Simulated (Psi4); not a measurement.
# GeH2 (SMILES [GeH2]): CAM-B3LYP/def2-TZVP

Aim: the vertical singlet–triplet gap of GeH2 at CAM-B3LYP/def2-TZVP, from 2 runs. 

The calculation is run with Psi4 1.11.

4 further runs of the same task are left out: 4 set aside as unsound or not needed. Runs told in other sessions of the task aren't counted.

## 1. The structure to begin with

GeH2 has 3 atoms, charge 0, and is taken as a singlet. As SMILES, `[GeH2]`. Geometry: relaxed at PBE0-D4/def2-TZVP.

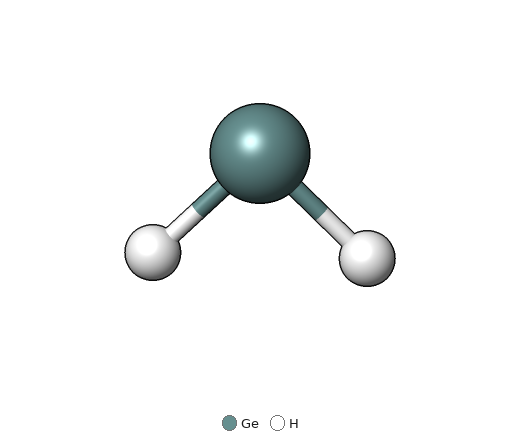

The structure, seen from a chosen angle (germanium teal, hydrogen white).

## 2. A single-point energy at CAM-B3LYP/def2-TZVP

input.inp reads:

```
memory 1600 mb

molecule {
  0 1
  Ge    -0.570100     0.405100    -0.263700
  H      0.783000     0.743600     0.509000
  H     -0.212900    -1.148700    -0.245300
  symmetry c1
}

set basis def2-TZVP
set reference rks
set puream true
set scf_type pk
set dft_radial_points 99
set dft_spherical_points 590
set d_convergence 1e-08
set e_convergence 1e-08

e_tot, wfn = energy("cam-b3lyp", return_wfn=True)
```

On the command line:

```console
$ psi4 input.inp input.out -n 1
```

input.out:

```text
[...]
  Running in c1 symmetry.
[...]
  Nuclear repulsion =   21.473702028079785
[...]
  Multiplicity = 1
[...]
  Nalpha       = 17
  Nbeta        = 17
[...]
    Number of basis functions: 60
[...]
   @RKS iter   1: -2076.79144991450585   -2.15195e+00   5.01491e-02 DIIS/ADIIS
[...]
   @RKS iter  10: -2078.26281518525502   -5.91172e-12   6.00630e-09 DIIS
[...]
    Orbital Energies [Eh]
    ---------------------
    Doubly Occupied:
       1A   -398.814165     2A    -49.850970     3A    -44.376363
       4A    -44.372356     5A    -44.371400     6A     -6.293413
       7A     -4.474969     8A     -4.462577     9A     -4.459317
      10A     -1.295628    11A     -1.292226    12A     -1.289526
      13A     -1.281902    14A     -1.279208    15A     -0.592840
      16A     -0.374355    17A     -0.300963
[...]
  @RKS Final Energy: -2078.26281518525502
   => Energetics <=
    Nuclear Repulsion Energy =             21.4737020280797850
    One-Electron Energy =               -2938.1627499918536159
    Two-Electron Energy =                 900.6589467218211666
    DFT Exchange-Correlation Energy =     -62.2327139433027483
    Empirical Dispersion Energy =           0.0000000000000000
    VV10 Nonlocal Energy =                  0.0000000000000000
    Total Energy =                      -2078.2628151852550218
[...]
 Multipole Moments:
 ------------------------------------------------------------------------------------
     Multipole            Electronic (a.u.)      Nuclear  (a.u.)        Total (a.u.)
 ------------------------------------------------------------------------------------
 L = 1.  Multiply by 2.5417464519 to convert [e a0] to [Debye]
 Dipole X            :         -2.0243671            1.9501117           -0.0742554
 Dipole Y            :          1.3145924           -1.2664574            0.0481350
 Dipole Z            :         -0.0000000           -0.0000000           -0.0000000
 Magnitude           :                                                    0.0884920
[...]
```

Run time: 4.2 s. Hardware: 1 thread of Intel Xeon 6975P-C (Granite Rapids), shared host; peak memory 0.55 GiB.

## 3. The triplet at the same level

geh2.in reads:

```
memory 1.6 GB

molecule {
  0 3
  Ge    -0.570100     0.405100    -0.263700
  H      0.783000     0.743600     0.509000
  H     -0.212900    -1.148700    -0.245300
  units angstrom
  symmetry c1
}

set globals {
  reference uks
  puream true
  scf_type pk
  dft_radial_points 99
  dft_spherical_points 590
  d_convergence 1e-08
  e_convergence 1e-08
  maxiter 100
}

E, wfn = energy('cam-b3lyp/def2-TZVP', return_wfn=True)
```

On the command line:

```console
$ psi4 -i geh2.in -o geh2.out -n 1
```

geh2.out:

```text
[...]
  Running in c1 symmetry.
[...]
  Nuclear repulsion =   21.473702028079785
[...]
  Multiplicity = 3
[...]
  Nalpha       = 18
  Nbeta        = 16
[...]
    Number of basis functions: 60
[...]
   @UKS iter   1: -2076.70621952681131   -2.06672e+00   5.03901e-02 ADIIS/DIIS
[...]
   @UKS iter  12: -2078.20603430784331   -1.00044e-11   4.08357e-09 DIIS
[...]
   @S^2 Observed:                2.003079048E+00
[...]
    Orbital Energies [Eh]
    ---------------------
    Alpha Occupied:
       1A   -398.819035     2A    -49.855481     3A    -44.379026
       4A    -44.378852     5A    -44.377172     6A     -6.299634
       7A     -4.473998     8A     -4.473308     9A     -4.469660
      10A     -1.296477    11A     -1.296075    12A     -1.295787
      13A     -1.292442    14A     -1.292140    15A     -0.622816
      16A     -0.396748    17A     -0.353114    18A     -0.245880
    Alpha Virtual:
      19A      0.054103    20A      0.079823    21A      0.194752
      22A      0.212115    23A      0.215980    24A      0.224086
      25A      0.243498    26A      0.308294    27A      0.353520
[...]
  @UKS Final Energy: -2078.20603430784331
   => Energetics <=
    Nuclear Repulsion Energy =             21.4737020280797850
    One-Electron Energy =               -2937.9357807718374715
    Two-Electron Energy =                 900.4703538349530163
    DFT Exchange-Correlation Energy =     -62.2143093990386475
    Empirical Dispersion Energy =           0.0000000000000000
    VV10 Nonlocal Energy =                  0.0000000000000000
    Total Energy =                      -2078.2060343078428559
  UHF NO Occupations:
  HONO-2 :   16  A 1.9992089
  HONO-1 :   17  A 1.0000000
[...]
 Multipole Moments:
 ------------------------------------------------------------------------------------
     Multipole            Electronic (a.u.)      Nuclear  (a.u.)        Total (a.u.)
 ------------------------------------------------------------------------------------
 L = 1.  Multiply by 2.5417464519 to convert [e a0] to [Debye]
 Dipole X            :         -2.1418650            1.9501117           -0.1917533
 Dipole Y            :          1.3909408           -1.2664574            0.1244834
 Dipole Z            :          0.0000000           -0.0000000            0.0000000
 Magnitude           :                                                    0.2286163
[...]
```

Run time: 6.3 s. Hardware: 1 thread of Intel Xeon 6975P-C (Granite Rapids), shared host; peak memory 0.55 GiB.

## 4. Summary of results

At CAM-B3LYP/def2-TZVP:

```
                                        quantity           value
                           singlet: total energy  -2078.26282 Eh
                          singlet: dipole moment          0.22 D
                            singlet: HOMO energy        -8.19 eV
                            singlet: LUMO energy        -1.97 eV
                          singlet: HOMO–LUMO gap         6.22 eV
                           triplet: total energy  -2078.20603 Eh
                          triplet: dipole moment          0.58 D
     triplet: HOMO energy (highest over α and β)        -6.69 eV
      triplet: LUMO energy (lowest over α and β)        -3.60 eV
                                   triplet: ⟨S²⟩           2.003
vertical energy of the triplet above the singlet        1.545 eV
```

In words: At this shape the triplet lies 1.55 eV (36 kcal/mol) above the singlet.
